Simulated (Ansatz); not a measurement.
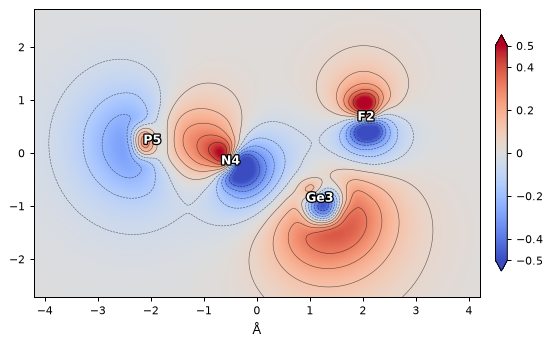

F₂GeNP (SMILES F[P-][N+]#[Ge][F]). One frontier orbital on the plane of atoms F2, Ge3 and N4 (values in Å⁻³ᐟ²; the overall sign is arbitrary).

Geometry: PBE0-D3(BJ)/def2-SVP.

All numbers below come from Ansatz 0.2.0, isolated molecule in a Gaussian basis; Kohn-Sham density functional theory, functional PBE0.

Input

```
crystal:
  periodic: [false, false, false]
  atoms:
    - {symbol: F, position_ang: [0.282718, -1.730696, -0.504611]}
    - {symbol: F, position_ang: [0.045135, -0.632345, 4.107859]}
    - {symbol: Ge, position_ang: [-1.348748, -0.489355, 3.047328]}
    - {symbol: N, position_ang: [-0.416784, -0.277767, 1.485830]}
    - {symbol: P, position_ang: [0.176457, -0.218908, 0.077320]}
basis:
  gaussian:
    orbitals: def2-TZVPD
hamiltonian:
  xc: pbe0
output: {forces: true, orbitals: {seedname: orbitals}}
```

Launched as:

```sh
ansatz run input.yaml --threads 1 --pin off --max-ram 2610MiB --events-out events.jsonl --progress --plain --runs-dir runs
```

Q: Which orbital is it: HOMO or LUMO?

A: The HOMO, at −8.04 eV. Its weight (Hirshfeld) is mainly on Ge3 (about 50 %), N4 (about 20 %), P5 (about 20 %) and F2 (about 10 %).
